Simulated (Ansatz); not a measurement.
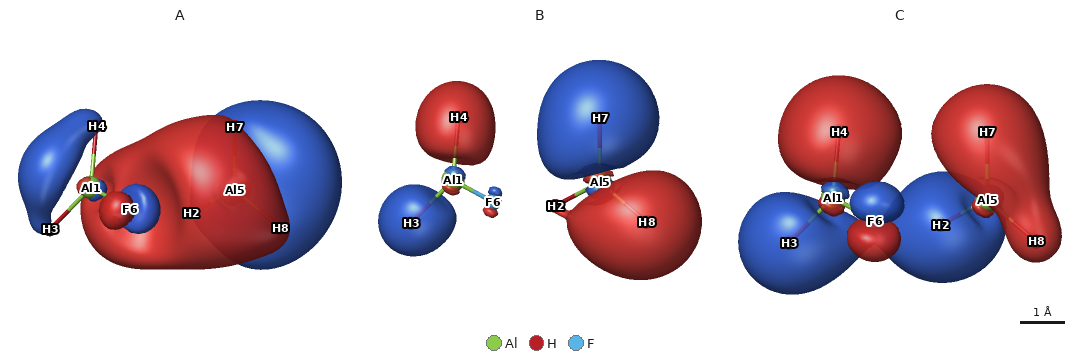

Figure 1: AlFH₂···AlH₃. Three frontier orbitals at ±0.06 Å⁻³ᐟ² (red and blue are the two phases), in no order.

Not at a stationary point (largest force 1.5 eV/Å).

All numbers below come from RKS BHLYP/def2-SVP (Ansatz).

```yaml
atoms:
  - { symbol: Al, position_ang: [-1.1579, -1.1599, -0.7161] }
  - { symbol: H, position_ang: [1.2943, 0.2196, -0.5901] }
  - { symbol: H, position_ang: [-0.8503, -2.4632, -1.5139] }
  - { symbol: H, position_ang: [-1.9340, 0.1080, -1.1978] }
  - { symbol: Al, position_ang: [1.1733, 1.1548, 0.6372] }
  - { symbol: F, position_ang: [-0.7983, -1.1716, 0.9813] }
  - { symbol: H, position_ang: [0.0315, 2.2408, 0.6108] }
  - { symbol: H, position_ang: [2.2412, 1.0716, 1.7886] }
```

### Order the three orbitals by energy and name them.

C is the HOMO−1 (−10.17 eV). It lies mainly on H4 (about 20 %), Al1 (about 20 %), H2 (about 15 %), Al5 (about 15 %), H3 (about 10 %) and H7 (about 10 %). B is the HOMO (−9.87 eV). By Hirshfeld shares it lies mainly on Al5 (about 35 %), H7 (about 30 %) and H8 (about 25 %). A is the LUMO (−0.87 eV). Its weight (Hirshfeld) is mainly on Al5 (about 65 %) and Al1 (about 15 %).

### What is the HOMO–LUMO gap?

9.00 eV between the orbital energies.
